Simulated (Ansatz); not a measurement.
CH$_{4}$AuO (SMILES [CH3][Au-][OH]) (charge −1)

Input

```
crystal:
  periodic: [false, false, false]
  atoms:
    - {symbol: C, position_ang: [-0.932526, -1.969218, -1.145824]}
    - {symbol: Au, position_ang: [-0.773379, 0.039610, -0.811595]}
    - {symbol: O, position_ang: [-0.639383, 2.089543, -0.526533]}
    - {symbol: H, position_ang: [0.053406, -2.472520, -1.149329]}
    - {symbol: H, position_ang: [-1.404431, -2.187870, -2.123204]}
    - {symbol: H, position_ang: [-1.546758, -2.474880, -0.376117]}
    - {symbol: H, position_ang: [-0.205423, 2.222048, 0.320958]}
basis:
  gaussian:
    orbitals: def2-TZVPD
total_charge: -1
hamiltonian:
  xc: {name: PBE0}
output: {forces: true, orbitals: {seedname: orbitals}}
```

Command:

```sh
ansatz run input.yaml --threads 2 --pin off --max-ram 4350MiB --events-out events.jsonl --progress --plain --runs-dir runs
```

Geometry: PBE0-D3(BJ)/def2-SVPD; core potentials replace the inner electrons of Au.

Level of theory: Ansatz, isolated molecule in a Gaussian basis; Kohn-Sham density functional theory, functional PBE0.

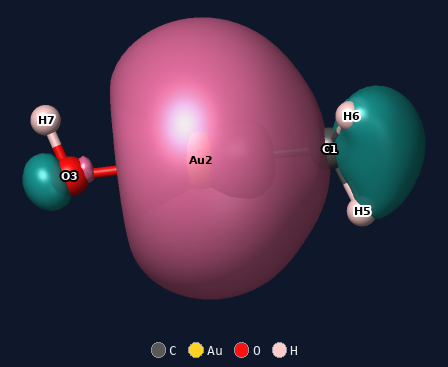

Figure 1. The HOMO−1 at ±0.06 Å⁻³ᐟ² (teal and pink are the two phases), seen at a tilt.

**What is the character of this orbital?**

By Hirshfeld shares it lies mainly on Au2 (about 85 %) and C1 (about 10 %). Its energy is −1.65 eV.

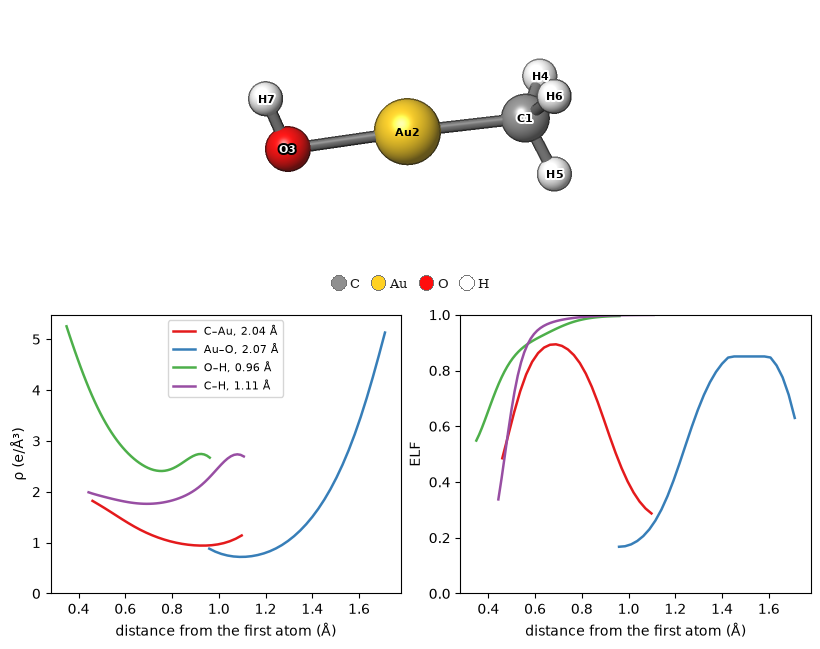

Figure 2. Electron density and ELF along straight lines between neighbouring atoms. The curves leave out the atomic cores. The structure is drawn too.

**Compare the contacts.**

C–Au (2.04 Å): ρ is about 0.99 e/Å³ halfway; the ELF peaks at about 0.90 in the valence shell of C, 0.7 Å from its nucleus, and is about 0.35 at the midpoint.
Au–O (2.07 Å): ρ is about 0.75 e/Å³ halfway; the ELF peaks at about 0.85 in the valence shell of O, 0.6 Å from its nucleus, and is about 0.20 at the midpoint.
O–H (0.96 Å): the density is about 3.7 e/Å³ at the midpoint; the ELF climbs to about 1 towards the hydrogen, as it does in any bond to H (an ordinary covalent bond to hydrogen).
C–H (1.11 Å): the density is about 1.9 e/Å³ at the midpoint; the ELF climbs to about 1 towards the hydrogen; a covalent bond by its length.

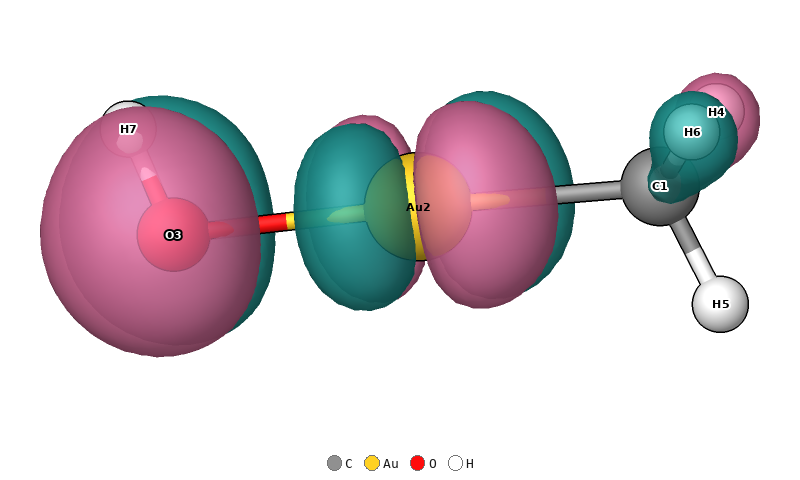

Figure 3. The HOMO at ±0.1 Å⁻³ᐟ² (teal and pink are the two phases), seen across its widest extent.

**Describe this orbital and give its energy.**

It lies mainly on O3 (about 55 %) and Au2 (about 40 %). Its energy is −1.35 eV.
